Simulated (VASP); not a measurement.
Band structure of BP (relaxed from the rock salt structure, space group Fm-3m). All values below come from PBEsol GGA, VASP's PBE PAW potentials (set 64) (plane waves; VASP 6.6.1).

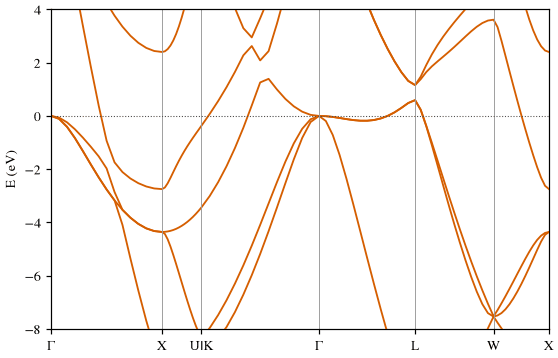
Bands along high-symmetry lines, zero at the valence-band maximum or, without a gap, the Fermi level

Read the plot: is there a gap, and where are the band edges?

It has no gap at this level: it comes out as a metal or semimetal. (Edges off the drawn lines would not show.)

The structure was generated: BP was put into the rock salt type (Fm-3m), which need not be its known phase. It was relaxed first, which changed the volume by +13 %.
